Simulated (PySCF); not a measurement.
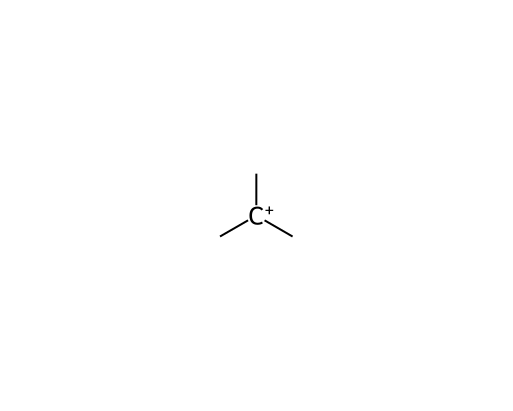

Skeletal drawing of a molecule. The species has charge +1 and is a spin singlet.

Write the SMILES.

Answer. C[C+](C)C

What is the molecular formula?

Answer. C4H9, charge +1.

The parts below concern this one geometry. Atoms keep their numbers from picture to picture. Computed geometry: PBE0-D3(BJ)/def2-SVP optimisation. No frequency run is at hand to confirm it as a minimum.

NMR shielding

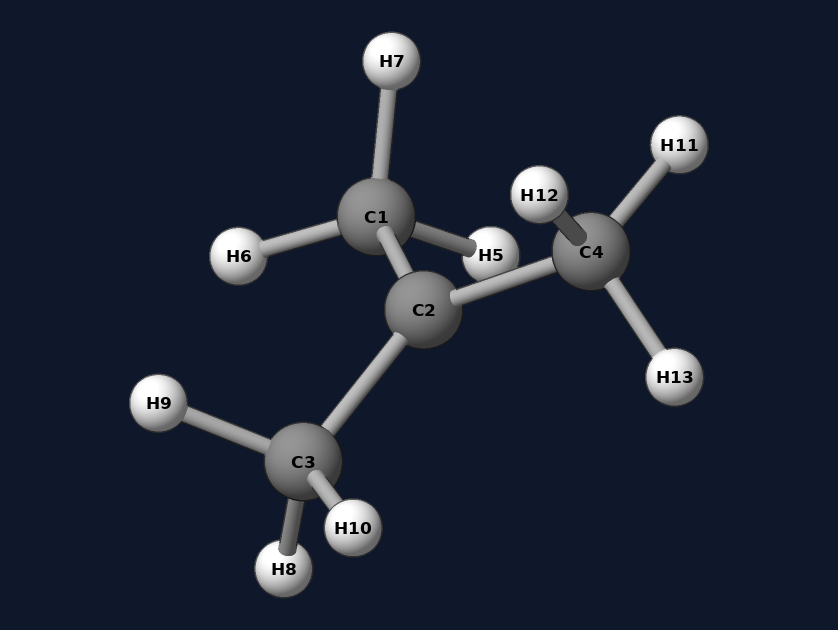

The questions are on isotropic NMR shieldings of the H atoms. No frequency run is at hand to confirm it as a minimum. Properties computed with GIAO PBE0/pcSseg-1 NMR shielding, non-relativistic, IEF-PCM chloroform (PySCF 2.14.0).

Which H atom is the most shielded (lowest chemical shift)?

Answer. H10 (27.41 ppm).

Which H atom is the least shielded (highest chemical shift)?

Answer. H7 (26.97 ppm).

How wide is the range of H shifts?

Answer. 0.44 ppm.

List the isotropic NMR shieldings of the H atoms.

```json
{"atom": "H5", "σ (ppm)": "27.33"}
{"atom": "H6", "σ (ppm)": "27.38"}
{"atom": "H7", "σ (ppm)": "26.97"}
{"atom": "H8", "σ (ppm)": "27.07"}
{"atom": "H9", "σ (ppm)": "27.21"}
{"atom": "H10", "σ (ppm)": "27.41"}
{"atom": "H11", "σ (ppm)": "27.38"}
{"atom": "H12", "σ (ppm)": "27.23"}
{"atom": "H13", "σ (ppm)": "27.02"}
```

Electronic properties

No frequency run is at hand to confirm it as a minimum. Level of theory: PBE0/pcSseg-1 in chloroform (IEF-PCM) (PySCF 2.14.0).

Computed properties:

- HOMO energy (Kohn–Sham orbital): −12.34 eV
- LUMO energy (Kohn–Sham orbital): −4.64 eV
- HOMO–LUMO gap: 7.70 eV

Polarisability

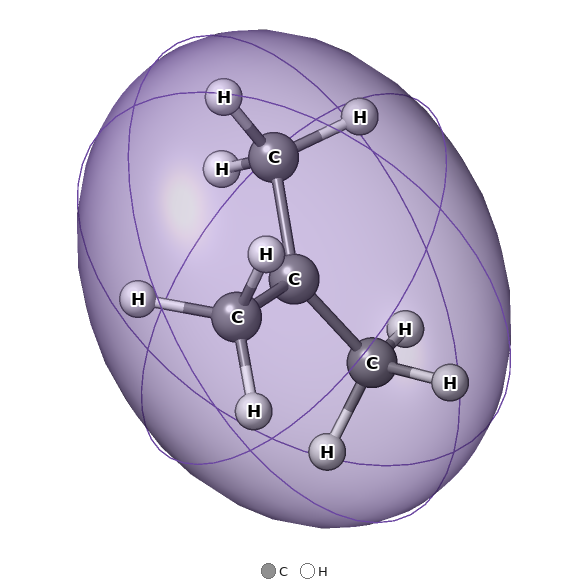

The ellipsoid shows the static dipole polarisability: its half-axes are proportional to the principal values. No frequency run is at hand to confirm it as a minimum. Level of theory: B3LYP/def2-SVPD (PySCF 2.14.0).

How large and how anisotropic is the polarisability?

Answer. Principal values 37.0, 51.5, 51.7 bohr³; mean 46.7 bohr³ (6.92 Å³); anisotropy 14.6 bohr³, so the longest axis is 1.40 times the shortest.

Charges

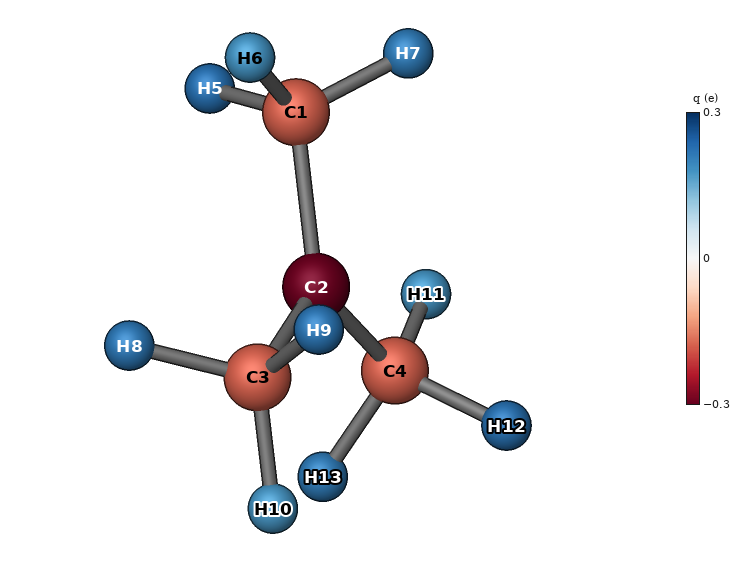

Atoms are coloured by their Mulliken charges. No frequency run is at hand to confirm it as a minimum. Properties computed with PBE0/pcSseg-1 in chloroform (IEF-PCM) (PySCF 2.14.0).

Which atom carries the highest charge (most positive or least negative)?

Answer. H5, H9, H12 (0.22 e).

And the lowest?

Answer. C2 (−0.29 e).

Give the Mulliken charges atom by atom.

```json
{"atom": "C1", "value (e)": "−0.18"}
{"atom": "C2", "value (e)": "−0.29"}
{"atom": "C3", "value (e)": "−0.18"}
{"atom": "C4", "value (e)": "−0.18"}
{"atom": "H5", "value (e)": "0.22"}
{"atom": "H6", "value (e)": "0.18"}
{"atom": "H7", "value (e)": "0.21"}
{"atom": "H8", "value (e)": "0.21"}
{"atom": "H9", "value (e)": "0.22"}
{"atom": "H10", "value (e)": "0.18"}
{"atom": "H11", "value (e)": "0.18"}
{"atom": "H12", "value (e)": "0.22"}
{"atom": "H13", "value (e)": "0.21"}
```

Mulliken values depend strongly on the basis set and can even reverse the polarity of a bond.
